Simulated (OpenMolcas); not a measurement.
# CH6FNSn: single-point calculation (part 1 of 2)

- system: CH6FNSn
- method: MC-PDFT (tPBE)/def2-SVP (OpenMolcas 26.06)

A bond length was changed on purpose from its optimised value.

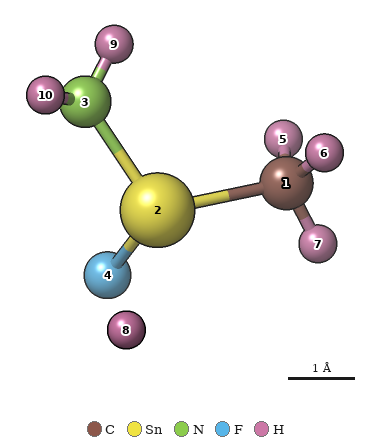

Figure 1. The structure (ball-and-stick view, seen at a tilt; atoms are numbered from 1 in the order of the input). Sticks mark near contacts.

### Input
```
* CH6FNSn MC-PDFT

&GATEWAY
 BASLIB
 $CurrDir
 COORD
 10
 angstrom
 C       -1.364011       1.111062       1.623564
 Sn      -0.353311      -0.499938       0.685164
 N        1.181489      -1.161038       1.783764
 F       -1.649311      -1.931238       0.724564
 H       -1.532211       0.859562       2.670864
 H       -0.773111       2.024862       1.560764
 H       -2.326011       1.266662       1.136664
 H        0.413300      -0.329300      -2.280300
 H        1.378989      -0.686538       2.651164
 H        2.040889      -1.387838       1.308264
 BASIS
 def2-SVP
 GROUP
 NoSym

&SEWARD

&RASSCF
 FILEORB
 $CurrDir/step2.RasOrb
 SPIN
 1
 NACTEL
 2 0 0
 INACTIVE
 24
 RAS2
 2
 ORBLISTING
 Nothing

&MCPDFT
 KSDFT
 T:PBE
```

Hardware: 1 thread of AMD EPYC (Zen 3), 128 GiB of memory available, shared host.

Run as:
```bash
export MOLCAS_MEM=1860
pymolcas step7.inp > step7.log
```

### Output
```
--- Start Module: gateway ---

                                              &GATEWAY

                       available to each process: 1.9 GB of memory, 1 thread

 Basis Set     1 Label: C.DEF2-SVP
 Basis set is read from library:.
 basistype.tbl is not found

 Basis Set     2 Label: SN.DEF2-SVP
 Basis set is read from library:.
 basistype.tbl is not found

 Basis Set     3 Label: N.DEF2-SVP
 Basis set is read from library:.
 basistype.tbl is not found

 Basis Set     4 Label: F.DEF2-SVP
 Basis set is read from library:.
 basistype.tbl is not found

 Basis Set     5 Label: H.DEF2-SVP
 Basis set is read from library:.
 basistype.tbl is not found

++    Symmetry information:
      ---------------------

                    Character Table for C1

                             E
                    a        1  x, y, xy, Rz, z, xz, Ry, yz, Rx, I
--

++    Basis set information:
      ----------------------

      Basis set label: C.DEF2-SVP.........

      Electronic valence basis set:
      ------------------
      Associated Effective Charge   6.000000 au
      Associated Actual Charge      6.000000 au
      Nuclear Model: Point charge

      Shell  nPrim  nBasis  Cartesian Spherical Contaminant
         s       7       3        X
         p       4       2        X
         d       1       1                 X

      Basis set label: SN.DEF2-SVP....ECP.....

      Electronic valence basis set:
      ------------------
      Associated Effective Charge  22.000000 au
      Associated Actual Charge     50.000000 au
      Nuclear Model: Point charge

      Shell  nPrim  nBasis  Cartesian Spherical Contaminant
         s      10       4        X
         p       7       4        X
         d       6       2                 X

      Pseudo Potential specification:
      =======================================

      Number of Core Electrons:  28

      Potential  nTerms
           H       2
         s-H       4
         p-H       6
         d-H       6

      Effective Core Potential specification:
      =======================================

      Basis set label: N.DEF2-SVP.........

      Electronic valence basis set:
      ------------------
      Associated Effective Charge   7.000000 au
      Associated Actual Charge      7.000000 au
      Nuclear Model: Point charge

      Shell  nPrim  nBasis  Cartesian Spherical Contaminant
         s       7       3        X
         p       4       2        X
         d       1       1                 X

      Basis set label: F.DEF2-SVP.........

      Electronic valence basis set:
      ------------------
      Associated Effective Charge   9.000000 au
      Associated Actual Charge      9.000000 au
      Nuclear Model: Point charge

      Shell  nPrim  nBasis  Cartesian Spherical Contaminant
         s       7       3        X
         p       4       2        X
         d       1       1                 X

      Basis set label: H.DEF2-SVP.........

      Electronic valence basis set:
      ------------------
      Associated Effective Charge   1.000000 au
      Associated Actual Charge      1.000000 au
      Nuclear Model: Point charge

      Shell  nPrim  nBasis  Cartesian Spherical Contaminant
         s       4       2        X
         p       1       1        X
--

++    Molecular structure info:
      -------------------------

                    ************************************************
                    **** Cartesian Coordinates / bohr, angstrom ****
                    ************************************************

     Center  Label                x              y              z                     x              y              z
        1      C1              -2.577607       2.099603       3.068091             -1.364011       1.111062       1.623564
        2      SN2             -0.667661      -0.944746       1.294772             -0.353311      -0.499938       0.685164
        3      N3               2.232691      -2.194044       3.370825              1.181489      -1.161038       1.783764
        4      F4              -3.116746      -3.649511       1.369228             -1.649311      -1.931238       0.724564
        5      H5              -2.895459       1.624337       5.047201             -1.532211       0.859562       2.670864
        6      H6              -1.460968       3.826435       2.949417             -0.773111       2.024862       1.560764
        7      H7              -4.395524       2.393644       2.147984             -2.326011       1.266662       1.136664
        8      H8               0.781024      -0.622287      -4.309142              0.413300      -0.329300      -2.280300
        9      H9               2.605912      -1.297369       5.009974              1.378989      -0.686538       2.651164
       10      H10              3.856721      -2.622634       2.472261              2.040889      -1.387838       1.308264

                    ***************************************
                    *    InterNuclear Distances / bohr    *
                    ***************************************

               1 C1            2 SN2           3 N3            4 F4            5 H5            6 H6
    1 C1       0.000000
    2 SN2      4.007570        0.000000
    3 N3       6.454922        3.779257        0.000000
    4 F4       6.019063        3.649564        5.894171        0.000000
    5 H5       2.060045        5.063990        6.609704        6.433501        0.000000
    6 H6       2.059834        5.111883        7.075794        7.818463        3.362693        0.000000
    7 H7       2.058611        5.076394        8.153248        6.225870        3.353728        3.362559
    8 H8       8.550594        5.797114        7.972431        7.523336       10.300729        8.803654
    9 H9       6.494551        4.964206        1.905289        7.178887        6.229192        6.858481
   10 H10      8.003444        4.967074        1.904884        7.134452        8.382065        8.372334

               7 H7            8 H8            9 H9           10 H10
    7 H7       0.000000
    8 H8       8.808346        0.000000
    9 H9       8.416333        9.520078        0.000000
   10 H10      9.662699        7.710300        3.124234        0.000000

                    *******************************************
                    *    InterNuclear Distances / angstrom    *
                    *******************************************

               1 C1            2 SN2           3 N3            4 F4            5 H5            6 H6
    1 C1       0.000000
    2 SN2      2.120715        0.000000
    3 N3       3.415798        1.999897        0.000000
    4 F4       3.185151        1.931266        3.119061        0.000000
    5 H5       1.090129        2.679748        3.497705        3.404462        0.000000
    6 H6       1.090017        2.705092        3.744349        4.137352        1.779460        0.000000
    7 H7       1.089370        2.686312        4.314513        3.294589        1.774716        1.779389
    8 H8       4.524780        3.067701        4.218829        3.981178        5.450911        4.658693
    9 H9       3.436768        2.626945        1.008236        3.798903        3.296346        3.629352
   10 H10      4.235240        2.628462        1.008021        3.775389        4.435598        4.430448

               7 H7            8 H8            9 H9           10 H10
    7 H7       0.000000
    8 H8       4.661176        0.000000
    9 H9       4.453732        5.037808        0.000000
   10 H10      5.113280        4.080115        1.653274        0.000000

                    **************************************
                    *    Valence Bond Angles / degree    *
                    **************************************
                          Atom centers                 Phi
                      5 H5       1 C1       6 H6       109.41
                      5 H5       1 C1       7 H7       109.03
                      6 H6       1 C1       7 H7       109.46
                      9 H9       3 N3      10 H10      110.16
--

            Nuclear Potential Energy            212.23925618 au

--- Stop Module: gateway /rc=_RC_ALL_IS_WELL_ ---

--- Start Module: seward ---

                                              &SEWARD

                       available to each process: 1.9 GB of memory, 1 thread

               SEWARD will generate:
                  Multipole Moment integrals up to order  2
                  Kinetic Energy integrals
                  Nuclear Attraction integrals (point charge)
                  One-Electron Hamiltonian integrals modified with ECP contributions
                  Velocity integrals
                  Pseudo Potential integrals
                  Orbital angular momentum around ( -0.8216  -1.0811   1.6303 )
                  Velocity quadrupole around ( -0.8216  -1.0811   1.6303 )
                  Two-Electron Repulsion integrals

                   Integrals are discarded if absolute value <: 1.00E-14
                   Integral cutoff threshold is set to       <: 1.00E-16

            Nuclear Potential Energy            212.23925618 au

      Basis set specifications :
      Symmetry species         a
      Basis functions           98

--- Stop Module: seward /rc=_RC_ALL_IS_WELL_ ---
--- Module seward spent 6 seconds ---

--- Start Module: rasscf ---

                                              &RASSCF

                       available to each process: 1.9 GB of memory, 1 thread

      Header of the ONEINT file:
      --------------------------

      OrdInt status: non-squared

      Cartesian coordinates in angstrom:
      -----------------------------------------------------
      No.  Label        X            Y            Z
      -----------------------------------------------------
       1   C1        -1.36401100   1.11106200   1.62356400
       2   SN2       -0.35331100  -0.49993800   0.68516400
       3   N3         1.18148900  -1.16103800   1.78376400
       4   F4        -1.64931100  -1.93123800   0.72456400
       5   H5        -1.53221100   0.85956200   2.67086400
       6   H6        -0.77311100   2.02486200   1.56076400
       7   H7        -2.32601100   1.26666200   1.13666400
       8   H8         0.41330000  -0.32930000  -2.28030000
       9   H9         1.37898900  -0.68653800   2.65116400
      10   H10        2.04088900  -1.38783800   1.30826400
      -----------------------------------------------------
      Nuclear repulsion energy =  212.23925618

++    Wave function specifications:
      -----------------------------

      Number of closed shell electrons          48
      Number of electrons in active shells       2
      Max number of holes in RAS1 space          0
      Max nr of electrons in RAS3 space          0
      Number of inactive orbitals               24
      Number of active orbitals                  2
      Number of secondary orbitals              72
      Spin quantum number                      0.0
      State symmetry                             1
--

++    Orbital specifications:
      -----------------------

      Symmetry species                           1
                                                 a
      Frozen orbitals                            0
      Inactive orbitals                         24
      Active orbitals                            2
      RAS1 orbitals                              0
      RAS2 orbitals                              2
      RAS3 orbitals                              0
      Secondary orbitals                        72
      Deleted orbitals                           0
      Number of basis functions                 98
--

++    CI expansion specifications:
      ----------------------------

      Number of CSFs                             3
      Number of spin combinations                3
      Number of determinants                     4
      Number of root(s) required                 1
      Root chosen for geometry opt.              1
      CI root used                               1
```
